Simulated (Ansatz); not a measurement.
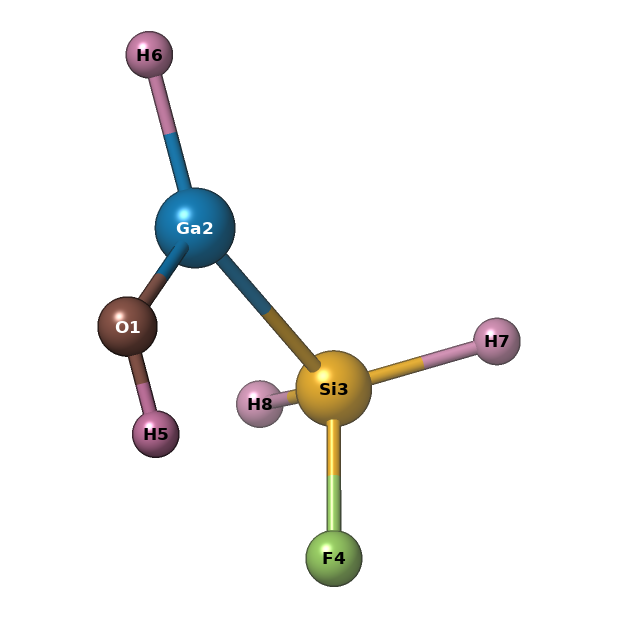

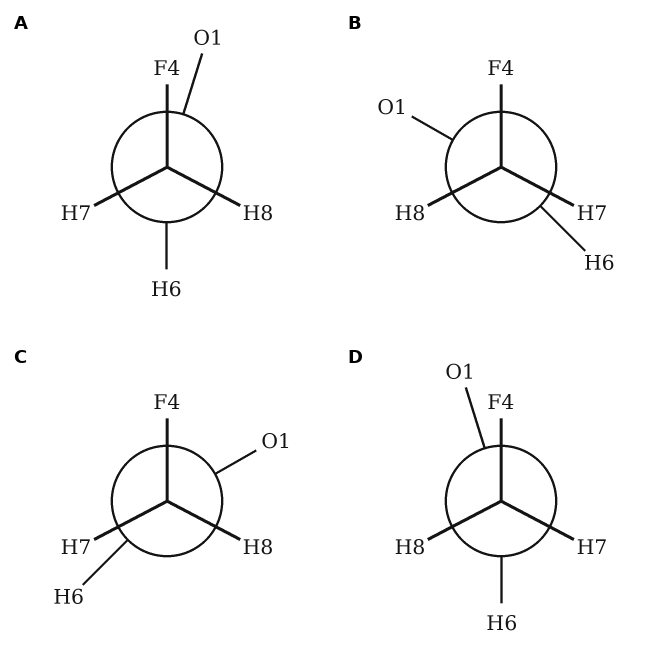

Atoms fade into the background with distance from the viewer. Bonds that would overlap in a projection are set slightly apart. Computed geometry: PBE-D4/def2-SVP optimisation. No frequency run is at hand to confirm it as a minimum.

### Which Newman projection shows the view along Si3–Ga2, with Si3 in front?

D. The torsion angle F4–Si3–Ga2–O1 is −1°, synperiplanar (eclipsed).
